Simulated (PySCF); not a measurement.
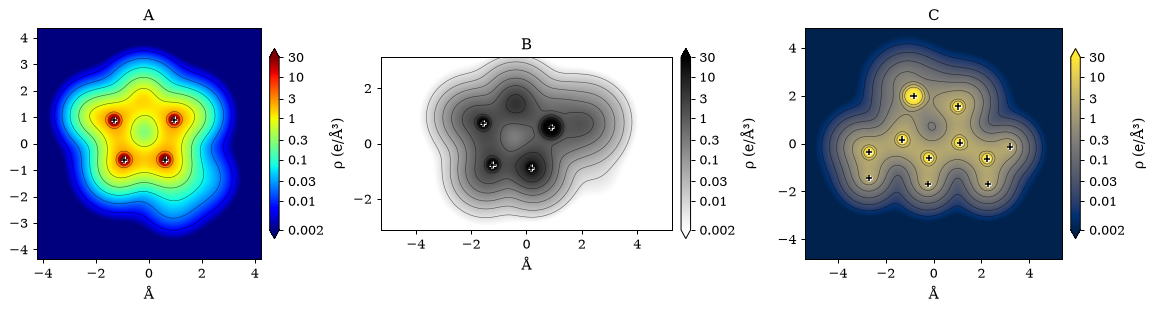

The electron density of 3 systems, each on a plane through atoms (crosses mark nuclei in the plane).

Method: PBE0/pcSseg-1, SCF density, gas phase, non-relativistic in PySCF 2.14.0.

System 1: C5H12N2, the plane of atoms C2, C4 and C5. Geometry: GFN2-xTB.

```json
{"atom": "C", "x (Å)": "-1.3600", "y (Å)": "0.2579", "z (Å)": "-1.1443"}
{"atom": "C", "x (Å)": "-0.5428", "y (Å)": "-0.0021", "z (Å)": "0.1301"}
{"atom": "N", "x (Å)": "-1.3838", "y (Å)": "-0.2534", "z (Å)": "1.2914"}
{"atom": "C", "x (Å)": "0.4423", "y (Å)": "-1.1776", "z (Å)": "-0.0627"}
{"atom": "C", "x (Å)": "1.8266", "y (Å)": "-0.5692", "z (Å)": "0.2317"}
{"atom": "N", "x (Å)": "1.7184", "y (Å)": "0.8523", "z (Å)": "-0.0568"}
{"atom": "C", "x (Å)": "0.3974", "y (Å)": "1.1979", "z (Å)": "0.4357"}
{"atom": "H", "x (Å)": "-0.7063", "y (Å)": "0.5001", "z (Å)": "-1.9797"}
{"atom": "H", "x (Å)": "-1.9453", "y (Å)": "-0.6225", "z (Å)": "-1.4086"}
{"atom": "H", "x (Å)": "-2.0437", "y (Å)": "1.0926", "z (Å)": "-0.9909"}
{"atom": "H", "x (Å)": "-1.9499", "y (Å)": "0.5632", "z (Å)": "1.4969"}
{"atom": "H", "x (Å)": "-2.0141", "y (Å)": "-1.0277", "z (Å)": "1.1098"}
{"atom": "H", "x (Å)": "0.2077", "y (Å)": "-1.9911", "z (Å)": "0.6199"}
{"atom": "H", "x (Å)": "0.3976", "y (Å)": "-1.5535", "z (Å)": "-1.0854"}
{"atom": "H", "x (Å)": "2.0577", "y (Å)": "-0.6688", "z (Å)": "1.2951"}
{"atom": "H", "x (Å)": "2.6290", "y (Å)": "-1.0256", "z (Å)": "-0.3471"}
{"atom": "H", "x (Å)": "1.7483", "y (Å)": "0.9921", "z (Å)": "-1.0640"}
{"atom": "H", "x (Å)": "0.4638", "y (Å)": "1.3115", "z (Å)": "1.5214"}
{"atom": "H", "x (Å)": "0.0474", "y (Å)": "2.1333", "z (Å)": "0.0001"}
```

System 2: C4H9O4P (SMILES CCOP1(=O)OCCO1), the plane of atoms O6, C7 and C8. Geometry: GFN2-xTB.

```yaml
atoms:
  - { symbol: C, position_ang: [2.3523, -0.9717, -0.0264] }
  - { symbol: C, position_ang: [2.0762, 0.4861, -0.3471] }
  - { symbol: O, position_ang: [0.6865, 0.7138, -0.5461] }
  - { symbol: P, position_ang: [-0.2509, 0.6896, 0.7567] }
  - { symbol: O, position_ang: [0.4004, 1.0733, 1.9938] }
  - { symbol: O, position_ang: [-0.9764, -0.7620, 0.7352] }
  - { symbol: C, position_ang: [-2.1611, -0.7413, -0.0265] }
  - { symbol: C, position_ang: [-2.3507, 0.7068, -0.5371] }
  - { symbol: O, position_ang: [-1.5274, 1.5269, 0.2615] }
  - { symbol: H, position_ang: [2.0068, -1.6106, -0.8358] }
  - { symbol: H, position_ang: [1.8194, -1.2398, 0.8841] }
  - { symbol: H, position_ang: [3.4180, -1.1254, 0.1208] }
  - { symbol: H, position_ang: [2.5558, 0.7916, -1.2808] }
  - { symbol: H, position_ang: [2.4251, 1.1207, 0.4723] }
  - { symbol: H, position_ang: [-2.9868, -1.0457, 0.6245] }
  - { symbol: H, position_ang: [-2.0733, -1.4464, -0.8574] }
  - { symbol: H, position_ang: [-3.3795, 1.0537, -0.4262] }
  - { symbol: H, position_ang: [-2.0432, 0.7867, -1.5839] }
```

System 3: C6H10Si, the plane of atoms C2, C1 and H9. Geometry: GFN2-xTB.

```xyz
17

C    -2.4395   -0.3217   -1.0613
C    -1.3164   -0.0802   -0.3879
C    -0.0029   -0.4452   -0.8800
C     1.0659   -0.1553   -0.1229
C     2.4709   -0.4730   -0.5034
Si    0.5367    0.6996    1.4684
C    -1.2956    0.6014    0.9596
H    -3.4042   -0.0400   -0.6736
H    -2.4330   -0.8092   -2.0219
H     0.0701   -0.9398   -1.8405
H     2.9240   -1.1219    0.2460
H     2.5219   -0.9666   -1.4729
H     3.0637    0.4408   -0.5418
H     1.0411    2.0715    1.5958
H     0.8553   -0.0621    2.6811
H    -1.7650    1.5821    0.8800
H    -1.9000    0.0316    1.6655
```

**Which map belongs to which system?**

Panel A is system 1, C5H12N2: the plane holds C. C–C (1.55 Å): the density is about 1.6 e/Å³ at the midpoint. Panel B is system 2, C4H9O4P: the plane holds P, O and C. C–O (1.41 Å): ρ is about 2 e/Å³ halfway, with its minimum of 1.7 e/Å³ about 0.5 Å from C. Panel C is system 3, C6H10Si: the plane holds C, Si and H. C–C (1.33 Å): the density is about 2.3 e/Å³ at the midpoint.
